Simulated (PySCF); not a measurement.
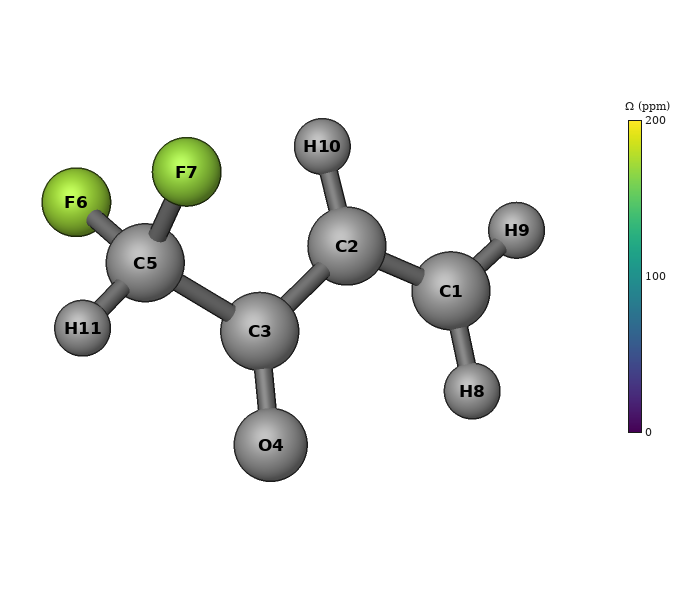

The F atoms are coloured by the span of their shielding tensor. The computed structure is the end point of a GFN2-xTB optimisation. No frequency run is at hand to confirm it as a minimum. Level of theory: GIAO PBE0/pcSseg-1 NMR shielding, non-relativistic, gas phase (PySCF 2.14.0). Principal shieldings σ11 ≤ σ22 ≤ σ33, span Ω = σ33 − σ11, skew κ = 3(σiso − σ22)/Ω.

Give the shielding tensors of the F atoms.

```json
{"atom": "F6", "σ11": "211.0", "σ22": "343.3", "σ33": "382.7", "σiso": "312.4", "Ω": "171.7", "κ": "−0.54"}
{"atom": "F7", "σ11": "212.5", "σ22": "344.8", "σ33": "381.7", "σiso": "313.0", "Ω": "169.2", "κ": "−0.56"}
```

Shieldings and span in ppm.
